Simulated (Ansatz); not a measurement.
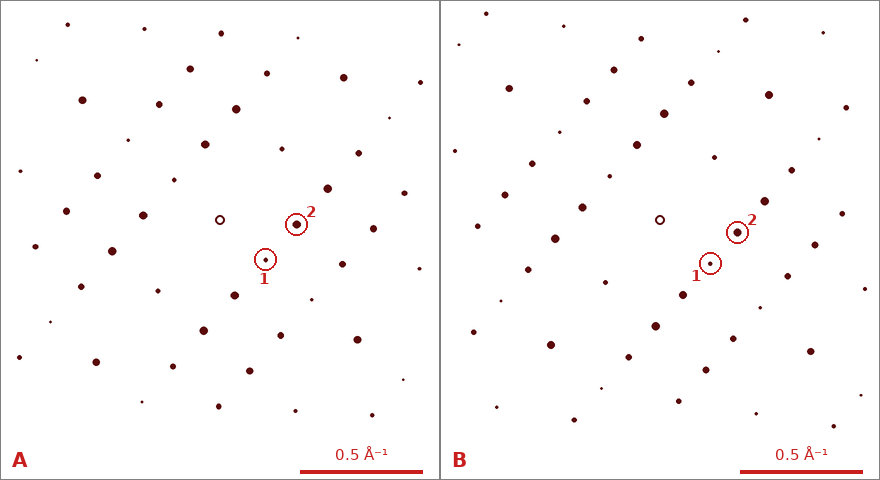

Kinematic electron diffraction patterns (200 kV, B = 0.5 Å², same scale) along [100] of the run's own cell, for the start and the end of one relaxation of BiMo with DFT PBE, scalar-relativistic, plane waves, PAW (Ansatz 0.2.0). k mesh 10×10×6. The start is a generated model structure, and the relaxation ends in the nearest stationary point of its symmetry, not necessarily the ground state. Spot 1 is 0 -1 0 and spot 2 is 0 -1 -1 in both.

Start structure:

```yaml
crystal:
  lattice:
    - [4.19614, 0.00000, 0.00000]
    - [-2.09807, 3.63397, 0.00000]
    - [0.00000, 0.00000, 5.84839]
  atoms:
    - { symbol: Mo, position: [0.00000, 0.00000, 0.00000] }
    - { symbol: Mo, position: [0.00000, 0.00000, 0.50000] }
    - { symbol: Bi, position: [0.33333, 0.66667, 0.25000] }
    - { symbol: Bi, position: [0.66667, 0.33333, 0.75000] }
```

Which pattern belongs to the start structure, and which to the relaxed one?

Answer. B is the start: its cell gives d(1) = 3.634 Å, d(2) = 3.087 Å and an angle of 31.9°. A is the relaxed structure, with d(1) = 3.984 Å (+9.6 %), d(2) = 3.149 Å (+2.0 %) and 37.8°.

Summarise the relaxation behind the change.

Answer. The volume changed by +5.6 % to 23.55 Å³ an atom; the fractional coordinates hardly changed; the space group stayed P6_3/mmc (No. 194); the free energy fell by 180 meV an atom. Relaxed cell: a = 4.601 Å, b = 4.601 Å, c = 5.140 Å, α = 90.00°, β = 90.00°, γ = 120.00°.
